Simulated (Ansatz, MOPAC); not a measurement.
C2H4AlFO (SMILES C=C[O][AlH][F]): methods side by side

The runs start from one conformer, not always the lowest.

C2H4AlFO, singlet, SMILES `C=C[O][AlH][F]`. Each level relaxes the structure for itself.

Each level gives the highest harmonic wavenumber at each level's own minimum (cm⁻¹). The values are calculated.

```tsv
level	kind	program	value (cm⁻¹)
AM1	semi-empirical	MOPAC	3228
MNDO	semi-empirical	MOPAC	3444
PM3	semi-empirical	MOPAC	3156
PM6-D3H4	semi-empirical	MOPAC	2843
HF/STO-3G	Hartree–Fock	Ansatz	3829
HF/3-21G	Hartree–Fock	Ansatz	3426
HF/6-31G* (Cartesian functions)	Hartree–Fock	Ansatz	3440
PBE/def2-SVP	GGA	Ansatz	3206
PBE0-D4/def2-TZVP	global hybrid	Ansatz	3278
B3LYP/6-31G* (Cartesian functions)	global hybrid	Ansatz	3275
```

Harmonic and unscaled. The values span 2843 to 3829 cm⁻¹. Without the sets that lack polarisation functions the rows with a basis span only 3206 to 3440 cm⁻¹.

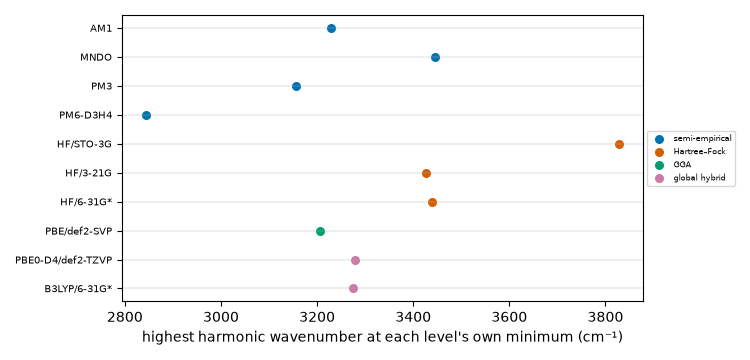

The values of the table, level by level.
